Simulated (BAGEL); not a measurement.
# B3LYP/def2-SVP (density fitting with cc-pvqz-jkfit) run of SClO2F (sulfuryl chloride fluoride)

What is the energy change on altering one bond length of SClO2F (sulfuryl chloride fluoride) at B3LYP/def2-SVP (density fitting with cc-pvqz-jkfit)? 

The results are computed with BAGEL 1.2.2.

## Step 1: The structure to begin with

SClO2F has 5 atoms, charge 0, and is taken as a singlet. SMILES: `O=S(=O)(F)Cl`. The shape is that of a PBE0-D4/def2-TZVP optimisation.

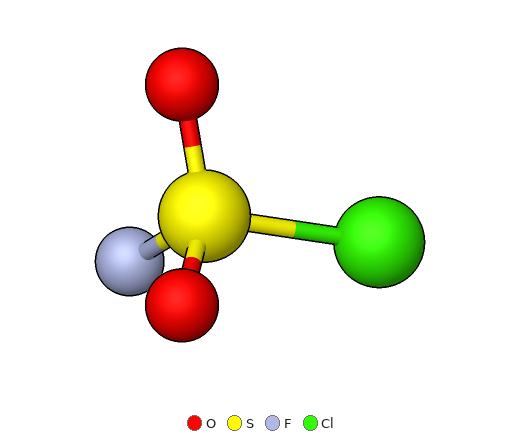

Viewed from a chosen angle; oxygen red, sulfur yellow, fluorine light blue, chlorine green.

## Step 2: A single-point energy at B3LYP/def2-SVP (density fitting with cc-pvqz-jkfit)

Input file calc.json:

```json
{ "bagel" : [

{
  "title" : "molecule",
  "basis" : "svp",
  "df_basis" : "cc-pvqz-jkfit",
  "angstrom" : true,
  "geometry" : [
    { "atom" : "O", "xyz" : [      -0.123540,      -0.162690,       1.503010 ] },
    { "atom" : "S", "xyz" : [       0.100210,      -0.145140,       0.111160 ] },
    { "atom" : "O", "xyz" : [       1.158000,      -0.828940,      -0.522160 ] },
    { "atom" : "F", "xyz" : [      -1.214690,      -0.608760,      -0.568390 ] },
    { "atom" : "Cl", "xyz" : [       0.080010,       1.745540,      -0.523620 ] }
  ]
},

{
  "title" : "ks",
  "xc_func" : "b3lyp"
},

{
  "title" : "print",
  "file" : "orbitals.molden",
  "orbitals" : true
}

]}
```

Command:

```console
$ BAGEL_NUM_THREADS=1 BAGEL calc.json > calc.out
```

What it wrote:

```text
* using 1 threads per process

  ===============================================================
  ===============================================================

  *** Geometry ***

  { "atom" : "O", "xyz" : [     -0.233457,     -0.307440,      2.840277 ] },
  { "atom" : "S", "xyz" : [      0.189369,     -0.274275,      0.210062 ] },
  { "atom" : "O", "xyz" : [      2.188303,     -1.566470,     -0.986739 ] },
  { "atom" : "F", "xyz" : [     -2.295431,     -1.150390,     -1.074101 ] },
  { "atom" : "Cl", "xyz" : [      0.151197,      3.298593,     -0.989498 ] },

  Number of auxiliary basis functions:      614

  Since a DF basis is specified, we compute 2- and 3-index integrals:
    o Being stored without compression. Storage requirement is 0.030 GB

  Number of basis functions:       78
  Number of electrons      :       58

    * METHOD: MOLECULE                             0.36

  *** Kohn-Sham DFT ***

    * Removing 9674 points whose weight is below 1.00e-10
    * Grid points: 64856

  === Nuclear Repulsion ===
   344.6736438269

       - DIIS with orbital gradients will be used.

  === KS iteration (b3lyp / svp) ===
      0      -1059.68133712          0.16615724           0.31
      1      -1072.63531127          0.21632439           0.29
      2      -1062.81830450          0.17795924           0.30
      3      -1097.46485944          0.12753543           0.30
      4      -1106.72412012          0.05687081           0.30
      5      -1106.54498730          0.05850421           0.30
      6      -1107.92172215          0.02095346           0.30
      7      -1108.11173736          0.00766883           0.29
      8      -1108.12435082          0.00543206           0.29
      9      -1108.14510022          0.00090602           0.30
     10      -1108.14560874          0.00017084           0.31
     11      -1108.14562022          0.00004675           0.30
     12      -1108.14562104          0.00001724           0.31
     13      -1108.14562112          0.00001085           0.30
     14      -1108.14562118          0.00000191           0.30
     15      -1108.14562118          0.00000053           0.30
     16      -1108.14562118          0.00000021           0.30
     17      -1108.14562118          0.00000011           0.30
     18      -1108.14562118          0.00000003           0.29
     19      -1108.14562118          0.00000001           0.29
    * SCF iteration converged.

    * Permanent dipole moment:
           (    0.234560,    -0.461817,     0.300381) a.u.

    * METHOD: KS                                   6.29

    * METHOD: PRINT                                0.02

  ===============================================================
```

Wall time 6.9 s (1 thread of Arm Neoverse V1, shared host); peak memory 0.3 GiB.

## Step 3: The distorted shape, same level

Input file calc.json:

```json
{ "bagel" : [

{
  "title" : "molecule",
  "basis" : "svp",
  "df_basis" : "cc-pvqz-jkfit",
  "angstrom" : true,
  "geometry" : [
    { "atom" : "O", "xyz" : [    0.533872,    0.069107,    1.842765 ] },
    { "atom" : "S", "xyz" : [    0.757622,    0.086657,    0.450915 ] },
    { "atom" : "O", "xyz" : [    1.815412,   -0.597143,   -0.182405 ] },
    { "atom" : "F", "xyz" : [   -1.214690,   -0.608760,   -0.568390 ] },
    { "atom" : "Cl", "xyz" : [    0.737422,    1.977337,   -0.183865 ] }
  ]
},
{ "title" : "ks", "xc_func" : "b3lyp" },
{ "title" : "print", "file" : "orbitals.molden", "orbitals" : true }

]}
```

Command:

```console
$ BAGEL_NUM_THREADS=1 BAGEL calc.json > calc.out
```

What it wrote:

```text
* using 1 threads per process

  ===============================================================
  ===============================================================

  *** Geometry ***

  { "atom" : "O", "xyz" : [      1.008872,      0.130593,      3.482321 ] },
  { "atom" : "S", "xyz" : [      1.431698,      0.163758,      0.852106 ] },
  { "atom" : "O", "xyz" : [      3.430631,     -1.128437,     -0.344695 ] },
  { "atom" : "F", "xyz" : [     -2.295431,     -1.150390,     -1.074101 ] },
  { "atom" : "Cl", "xyz" : [      1.393526,      3.736625,     -0.347454 ] },

  Number of auxiliary basis functions:      614

  Since a DF basis is specified, we compute 2- and 3-index integrals:
    o Being stored without compression. Storage requirement is 0.030 GB

  Number of basis functions:       78
  Number of electrons      :       58

    * METHOD: MOLECULE                             0.36

  *** Kohn-Sham DFT ***

    * Removing 8844 points whose weight is below 1.00e-10
    * Grid points: 65686

  === Nuclear Repulsion ===
   315.9553645584

       - DIIS with orbital gradients will be used.

  === KS iteration (b3lyp / svp) ===
      0      -1041.35488390          0.15377713           0.32
      1       -865.56147633          0.20419955           0.29
      2      -1043.98558270          0.15748880           0.30
      3      -1078.83610595          0.09341028           0.29
      4      -1071.85399968          0.14500400           0.29
      5      -1105.50301841          0.05464927           0.29
      6      -1107.41348982          0.03015627           0.29
      7      -1106.46558039          0.04150529           0.30
      8      -1107.76059262          0.02201586           0.29
      9      -1107.31573276          0.02989572           0.29
     10      -1108.04959086          0.00402201           0.29
     11      -1108.05722025          0.00208482           0.29
     12      -1108.05906210          0.00037772           0.30
     13      -1108.05912590          0.00023552           0.29
     14      -1108.05914728          0.00012255           0.29
     15      -1108.05914911          0.00009857           0.29
     16      -1108.05915460          0.00003859           0.29
     17      -1108.05915521          0.00001788           0.30
     18      -1108.05915545          0.00000297           0.29
     19      -1108.05915546          0.00000122           0.29
     20      -1108.05915546          0.00000078           0.30
     21      -1108.05915546          0.00000071           0.30
     22      -1108.05915546          0.00000064           0.30
     23      -1108.05915546          0.00000032           0.30
     24      -1108.05915546          0.00000019           0.30
     25      -1108.05915546          0.00000005           0.30
     26      -1108.05915546          0.00000003           0.29
     27      -1108.05915546          0.00000002           0.30
     28      -1108.05915546          0.00000001           0.31
    * SCF iteration converged.

    * Permanent dipole moment:
           (   -0.824759,    -0.973041,    -0.201783) a.u.

    * METHOD: KS                                   8.88

    * METHOD: PRINT                                0.02

  ===============================================================
```

Wall time 9.6 s (1 thread of Arm Neoverse V1, shared host); peak memory 0.3 GiB.

## Step 4: Outcome

Level: B3LYP/def2-SVP (density fitting with cc-pvqz-jkfit).

| quantity | value |
| --- | --- |
| first shape: total energy | -1108.14562 Eh |
| first shape: dipole moment | 1.52 D |
| first shape: HOMO energy | -9.51 eV |
| first shape: LUMO energy | -1.98 eV |
| first shape: HOMO–LUMO gap | 7.53 eV |
| distorted shape: total energy | -1108.05916 Eh |
| distorted shape: dipole moment | 3.28 D |
| distorted shape: HOMO energy | -9.32 eV |
| distorted shape: LUMO energy | -5.48 eV |
| distorted shape: HOMO–LUMO gap | 3.84 eV |
| energy change with the S2–F4 bond stretched from 1.551 to 2.326 Å | 2.353 eV |

What this shows: With the S2–F4 bond stretched from 1.551 to 2.326 Å the energy rises by 2.35 eV (227 kJ/mol). The first shape isn't relaxed at this level, so the change isn't measured from a minimum. A restricted reference can't describe the breaking bond well at this length.
